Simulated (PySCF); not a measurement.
# AsF (triplet) with other numerical set-ups, part 2 of 2

PySCF 2.14.0; each run moves one setting of the base script, with the edits that it forces. The steps go on from the part before.

## (5) X2c-svpall (X2C on)

Edit 3 changes basis set: aug-cc-pvdz → x2c-svpall; spin-free X2C: off → on.

input.py reads:

```python
from pyscf import gto, dft, tdscf

mol = gto.M(
    atom='As 0 0 0; F 0 0 1.79',
    basis='x2c-svpall',
    charge=0,
    spin=2,
    verbose=4,
)
mf = dft.UKS(mol, xc='hcth407')
mf = mf.sfx2c1e()
mf.kernel()
td = tdscf.TDA(mf)
td.nstates = 4
td.kernel()
td.analyze()
mf.dip_moment()
print('orbital energies (hartree):', [e[max(0, n-3):n+3].round(4) for e, n in zip(mf.mo_energy, mol.nelec)])
```

The run is started by

```console
OMP_NUM_THREADS=1 python input.py
```

The log of the run:

```text
PySCF version 2.14.0

[INPUT] verbose = 4
[INPUT] num. atoms = 2
[INPUT] num. electrons = 42
[INPUT] charge = 0
[INPUT] spin (= nelec alpha-beta = 2S) = 2
[INPUT] symmetry False subgroup None
[INPUT] Mole.unit = angstrom
[INPUT] Symbol           X                Y                Z      unit          X                Y                Z       unit  Magmom
[INPUT]  1 As     0.000000000000   0.000000000000   0.000000000000 AA    0.000000000000   0.000000000000   0.000000000000 Bohr   0.0
[INPUT]  2 F      0.000000000000   0.000000000000   1.790000000000 AA    0.000000000000   0.000000000000   3.382609762971 Bohr   0.0

nuclear repulsion = 87.8020288509721
number of shells = 6
number of NR pGTOs = 98
number of NR cGTOs = 46
basis = x2c-svpall
ecp = {}

******** <class 'pyscf.x2c.sfx2c1e.sfX2C1eUKS'> ********
method = sfX2C1eUKS
initial guess = minao
damping factor = 0
level_shift factor = 0
DIIS = <class 'pyscf.scf.diis.CDIIS'>
diis_start_cycle = 1
diis_space = 8
diis_damp = 0
SCF conv_tol = 1e-09
SCF conv_tol_grad = None
SCF max_cycles = 50
direct_scf = True
direct_scf_tol = 1e-13
number electrons alpha = 22  beta = 20
XC library pyscf.dft.libxc version 7.0.0
    S. Lehtola, C. Steigemann, M. J.T. Oliveira, and M. A.L. Marques.,  SoftwareX 7, 1–5 (2018)
XC functionals = hcth407
    A. D. Boese and N. C. Handy.,  J. Chem. Phys. 114, 5497 (2001)
radial grids:
    Treutler-Ahlrichs [JCP 102, 346 (1995); DOI:10.1063/1.469408] (M4) radial grids

becke partition: Becke, JCP 88, 2547 (1988); DOI:10.1063/1.454033
pruning grids: <function nwchem_prune>
grids dens level: 3
symmetrized grids: False
atomic radii adjust function: <function treutler_atomic_radii_adjust>
small_rho_cutoff = 0

******** <class 'pyscf.x2c.sfx2c1e.SpinFreeX2CHelper'> ********
approx = 1e
xuncontract = 1
Set gradient conv threshold to 3.16228e-05
tot grids = 34688
init E= -2361.267177382
[... the frontier-level lines of each cycle are left out ...]

cycle= 1 E= -2361.23190448571  delta_E= 0.0353  |g|= 0.475  |ddm|= 1.19
cycle= 2 E= -2359.13454379063  delta_E=  2.1  |g|=  2.1  |ddm|= 1.59
cycle= 3 E= -2361.31567411291  delta_E= -2.18  |g|= 0.0615  |ddm|= 1.41
cycle= 4 E= -2361.31825574765  delta_E= -0.00258  |g|= 0.0363  |ddm|= 0.174
cycle= 5 E= -2361.31918654776  delta_E= -0.000931  |g|= 0.00636  |ddm|= 0.0537
cycle= 6 E= -2361.31920002371  delta_E= -1.35e-05  |g|= 0.00129  |ddm|= 0.00509
cycle= 7 E= -2361.31920049495  delta_E= -4.71e-07  |g|= 0.000588  |ddm|= 0.00141
cycle= 8 E= -2361.31920062186  delta_E= -1.27e-07  |g|= 0.000249  |ddm|= 0.000774
cycle= 9 E= -2361.3192006482  delta_E= -2.63e-08  |g|= 5e-05  |ddm|= 0.000256
cycle= 10 E= -2361.31920064946  delta_E= -1.26e-09  |g|= 5.49e-06  |ddm|= 5.33e-05
cycle= 11 E= -2361.31920064948  delta_E= -2e-11  |g|= 1.14e-06  |ddm|= 9.14e-06
Extra cycle  E= -2361.31920064949  delta_E= -1.36e-12  |g|= 1.42e-06  |ddm|= 3.05e-06
converged SCF energy = -2361.31920064949  <S^2> = 2.0053036  2S+1 = 3.0035336

******** <class 'pyscf.tdscf.uks.TDA'> for <class 'pyscf.x2c.sfx2c1e.sfX2C1eUKS'> ********
nstates = 4
deg_eia_thresh = 1.000e-03
wfnsym = None
conv_tol = 1e-05
eigh lindep = 1e-12
eigh level_shift = 0
eigh max_cycle = 100

Excitation energies (eV)
[3.52349842 3.52349842 5.53768131 5.60783727]

** Excitation energies and oscillator strengths **
Excited State   1:      3.52350 eV    351.88 nm  f=0.0010
      22a ->   23a      0.99846
Excited State   2:      3.52350 eV    351.88 nm  f=0.0010
      21a ->   23a      0.99846
Excited State   3:      5.53768 eV    223.89 nm  f=0.0000
      19b ->   21b     -0.70178
      20b ->   22b      0.70178
Excited State   4:      5.60784 eV    221.09 nm  f=0.0000
      19b ->   21b      0.45815
      19b ->   22b      0.53812
      20b ->   21b     -0.53812
      20b ->   22b      0.45815

** Transition electric dipole moments (AU) **
state          X           Y           Z        Dip. S.      Osc.
  1        -0.0271      0.1042      0.0000      0.0116      0.0010
  2         0.1042      0.0271      0.0000      0.0116      0.0010
  3        -0.0000     -0.0000      0.0000      0.0000      0.0000
  4         0.0000      0.0000      0.0000      0.0000      0.0000

** Transition velocity dipole moments (imaginary part, AU) **
state          X           Y           Z        Dip. S.      Osc.
  1         0.0124     -0.0478      0.0000      0.0024      0.0126
  2        -0.0478     -0.0124     -0.0000      0.0024      0.0126
  3        -0.0000     -0.0000     -0.0000      0.0000      0.0000
  4        -0.0000     -0.0000     -0.0000      0.0000      0.0000

** Transition magnetic dipole moments (imaginary part, AU) **
state          X           Y           Z
  1        -0.7684     -0.2000     -0.0000
  2        -0.2000      0.7684     -0.0000
  3         0.0000     -0.0000     -0.0000
  4        -0.0000      0.0000     -0.0000
Dipole moment(X, Y, Z, Debye): -0.00000,  0.00000, -1.78478
orbital energies (hartree): [array([-0.3638, -0.2049, -0.2049, -0.0752,  0.1626,  0.3434]), array([-0.3597, -0.3451, -0.3451, -0.1416, -0.1416, -0.0502])]
```

Wall time 8.8 s (1 thread of Arm Neoverse V1, shared host).

Result: E(SCF) = -2361.319201 Eh, 11 cycles, ⟨S²⟩ = 2.005, μ = 1.78 D, excitations 3.52, 3.52, 5.54, 5.61 eV.

## (6) 6-31g

Edit 4 changes basis set: aug-cc-pvdz → 6-31g.

input.py reads:

```python
from pyscf import gto, dft, tdscf

mol = gto.M(
    atom='As 0 0 0; F 0 0 1.79',
    basis='6-31g',
    charge=0,
    spin=2,
    verbose=4,
)
mf = dft.UKS(mol, xc='hcth407')
mf.kernel()
td = tdscf.TDA(mf)
td.nstates = 4
td.kernel()
td.analyze()
mf.dip_moment()
print('orbital energies (hartree):', [e[max(0, n-3):n+3].round(4) for e, n in zip(mf.mo_energy, mol.nelec)])
```

The run is started by

```console
OMP_NUM_THREADS=1 python input.py
```

The log of the run:

```text
PySCF version 2.14.0

[INPUT] verbose = 4
[INPUT] num. atoms = 2
[INPUT] num. electrons = 42
[INPUT] charge = 0
[INPUT] spin (= nelec alpha-beta = 2S) = 2
[INPUT] symmetry False subgroup None
[INPUT] Mole.unit = angstrom
[INPUT] Symbol           X                Y                Z      unit          X                Y                Z       unit  Magmom
[INPUT]  1 As     0.000000000000   0.000000000000   0.000000000000 AA    0.000000000000   0.000000000000   0.000000000000 Bohr   0.0
[INPUT]  2 F      0.000000000000   0.000000000000   1.790000000000 AA    0.000000000000   0.000000000000   3.382609762971 Bohr   0.0

nuclear repulsion = 87.8020288509721
number of shells = 16
number of NR pGTOs = 112
number of NR cGTOs = 36
basis = 6-31g
ecp = {}

******** <class 'pyscf.dft.uks.UKS'> ********
method = UKS
initial guess = minao
damping factor = 0
level_shift factor = 0
DIIS = <class 'pyscf.scf.diis.CDIIS'>
diis_start_cycle = 1
diis_space = 8
diis_damp = 0
SCF conv_tol = 1e-09
SCF conv_tol_grad = None
SCF max_cycles = 50
direct_scf = True
direct_scf_tol = 1e-13
number electrons alpha = 22  beta = 20
XC library pyscf.dft.libxc version 7.0.0
    S. Lehtola, C. Steigemann, M. J.T. Oliveira, and M. A.L. Marques.,  SoftwareX 7, 1–5 (2018)
XC functionals = hcth407
    A. D. Boese and N. C. Handy.,  J. Chem. Phys. 114, 5497 (2001)
radial grids:
    Treutler-Ahlrichs [JCP 102, 346 (1995); DOI:10.1063/1.469408] (M4) radial grids

becke partition: Becke, JCP 88, 2547 (1988); DOI:10.1063/1.454033
pruning grids: <function nwchem_prune>
grids dens level: 3
symmetrized grids: False
atomic radii adjust function: <function treutler_atomic_radii_adjust>
small_rho_cutoff = 0
Set gradient conv threshold to 3.16228e-05
tot grids = 34688
init E= -2335.75449829968
[... the frontier-level lines of each cycle are left out ...]

cycle= 1 E= -2336.39624305086  delta_E= -0.642  |g|= 0.52  |ddm|= 1.19
cycle= 2 E= -2334.40554409923  delta_E= 1.99  |g|= 1.98  |ddm|= 1.63
cycle= 3 E= -2336.47687407382  delta_E= -2.07  |g|= 0.209  |ddm|= 1.49
cycle= 4 E= -2336.49209818838  delta_E= -0.0152  |g|= 0.0468  |ddm|= 0.211
cycle= 5 E= -2336.49235002108  delta_E= -0.000252  |g|= 0.00907  |ddm|= 0.0281
cycle= 6 E= -2336.49241742379  delta_E= -6.74e-05  |g|= 0.00108  |ddm|= 0.0162
cycle= 7 E= -2336.49241821527  delta_E= -7.91e-07  |g|= 0.000514  |ddm|= 0.00161
cycle= 8 E= -2336.49241834094  delta_E= -1.26e-07  |g|= 0.000168  |ddm|= 0.000643
cycle= 9 E= -2336.49241835317  delta_E= -1.22e-08  |g|= 3.74e-05  |ddm|= 0.00019
cycle= 10 E= -2336.49241835381  delta_E= -6.41e-10  |g|= 2.68e-06  |ddm|= 3.94e-05
Extra cycle  E= -2336.49241835378  delta_E= 2.46e-11  |g|= 8.22e-06  |ddm|= 9.62e-06
converged SCF energy = -2336.49241835378  <S^2> = 2.0054661  2S+1 = 3.0036419

******** <class 'pyscf.tdscf.uks.TDA'> for <class 'pyscf.dft.uks.UKS'> ********
nstates = 4
deg_eia_thresh = 1.000e-03
wfnsym = None
conv_tol = 1e-05
eigh lindep = 1e-12
eigh level_shift = 0
eigh max_cycle = 100

Excitation energies (eV)
[3.46401886 3.46401886 5.27994544 5.37082139]

** Excitation energies and oscillator strengths **
Excited State   1:      3.46402 eV    357.92 nm  f=0.0011
      22a ->   23a     -0.99854
Excited State   2:      3.46402 eV    357.92 nm  f=0.0011
      21a ->   23a      0.99854
Excited State   3:      5.27995 eV    234.82 nm  f=0.0000
      19b ->   21b     -0.27466
      19b ->   22b     -0.65158
      20b ->   21b      0.65158
      20b ->   22b     -0.27466
Excited State   4:      5.37082 eV    230.85 nm  f=0.0000
      19b ->   21b      0.70505
      20b ->   22b     -0.70505

** Transition electric dipole moments (AU) **
state          X           Y           Z        Dip. S.      Osc.
  1         0.0776     -0.0807      0.0000      0.0125      0.0011
  2         0.0807      0.0776      0.0000      0.0125      0.0011
  3         0.0000      0.0000      0.0000      0.0000      0.0000
  4        -0.0000     -0.0000     -0.0000      0.0000      0.0000

** Transition velocity dipole moments (imaginary part, AU) **
state          X           Y           Z        Dip. S.      Osc.
  1        -0.0423      0.0440      0.0000      0.0037      0.0195
  2        -0.0440     -0.0423      0.0000      0.0037      0.0195
  3         0.0000      0.0000      0.0000      0.0000      0.0000
  4        -0.0000     -0.0000     -0.0000      0.0000      0.0000

** Transition magnetic dipole moments (imaginary part, AU) **
state          X           Y           Z
  1         0.5027      0.4835     -0.0000
  2        -0.4835      0.5027      0.0000
  3        -0.0000      0.0000     -0.0000
  4         0.0000     -0.0000      0.0000
Dipole moment(X, Y, Z, Debye):  0.00000,  0.00000, -1.95633
orbital energies (hartree): [array([-0.3609, -0.2082, -0.2082, -0.0822,  0.1292,  0.2049]), array([-0.3541, -0.3392, -0.3392, -0.1451, -0.1451, -0.058 ])]
```

Wall time 6.2 s (1 thread of Arm Neoverse V1, shared host).

Result: E(SCF) = -2336.492418 Eh (+10.0243 eV from the base), 10 cycles, ⟨S²⟩ = 2.005, μ = 1.96 D, excitations 3.46, 3.46, 5.28, 5.37 eV.

## (7) Side by side

This closing draws on all 2 parts.

```
                   run  E(SCF) (hartree)  from base (eV)  cycles  gap, α spin (eV)  SCF dipole (D)  functions              after the SCF
                  base      -2336.860805               0      10              3.33            1.78         59  lowest root found 3.32 eV
Cartesian functions on      -2336.865236         -0.1206      10              3.31            1.79         64  lowest root found 3.30 eV
                6-31g*      -2336.575012         +7.7768      11              3.45            1.56         46  lowest root found 3.46 eV
   x2c-svpall (X2C on)      -2361.319201  not comparable      11              3.53            1.78         46  lowest root found 3.52 eV
                 6-31g      -2336.492418        +10.0243      10              3.43            1.96         36  lowest root found 3.46 eV
```

Wall time on 1 thread of Arm Neoverse V1, shared host, start-up included: base 15 s; Cartesian functions on 22 s; 6-31g* 8.6 s; x2c-svpall (X2C on) 8.8 s; 6-31g 6.2 s.

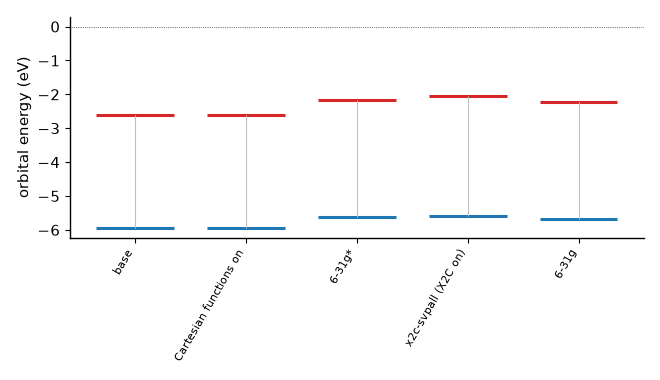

Frontier levels by run: filled blue, empty red. Open-shell runs show the α spin alone.

**Reading.** Of the runs whose energies can be compared, “6-31g” moves the SCF energy most (+10.024 eV). 6-31g* (46 functions) gives an energy 7.78 eV higher than aug-cc-pvdz (59). 6-31g (36 functions) gives an energy 10.02 eV higher than aug-cc-pvdz (59).
